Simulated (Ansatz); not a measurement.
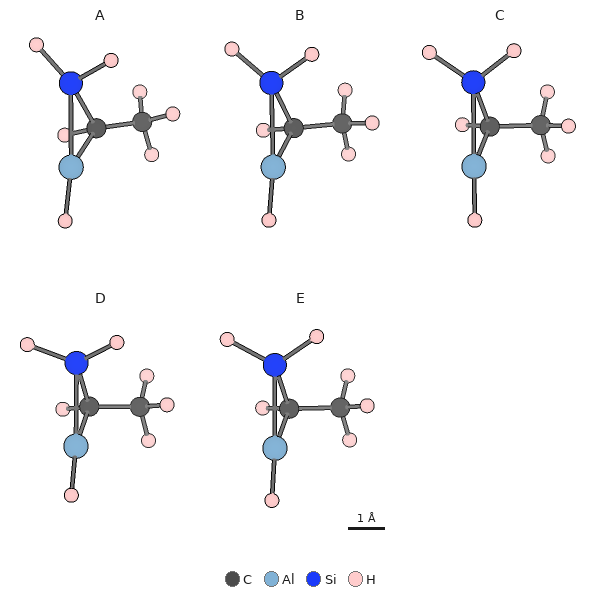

5 geometries from one relaxation of C$_{2}$H$_{7}$AlSi (coarse preliminary run), in shuffled order. Style: ball-and-stick. Shown from a free direction.

The start comes from a force field.

All numbers below come from RKS PBE-D4/def2-SVP in Ansatz 0.2.0. Set-up: force threshold 0.03 eV/Å; at most 200 steps.

Put them in the order of the run, from the start to the converged end.

D, E, C, B, A. They are steps 0, 1, 4, 7, 13, at +71.1 kJ/mol, +18.6 kJ/mol, +6.01 kJ/mol, +3.14 kJ/mol relative to the last. The energy falls by 71.1 kJ/mol in 11 accepted moves (13 points after the start). Largest force component: 2.3 eV/Å at the start, 0.012 eV/Å at the end. The line search rejected the trial steps at points 9, 11 of the run. An H atom moves most after the best rigid fit: 0.67 Å. By element the largest moves are H 0.67 Å, C 0.35 Å, Al 0.26 Å, Si 0.26 Å. Among the contacts that change: C–Si 1.873 → 1.946 Å, C–C 1.475 → 1.522 Å, C–H 1.085 → 1.129 Å, C–H 1.147 → 1.112 Å. Bond angles that change, for instance: Al–Si–H 109.4° → 137.4°, C–C–Al 113.8° → 139.7°, Al–C–H 114.2° → 94.3°. The run took 28 s on 2 threads of Arm Neoverse V1 (shared host).
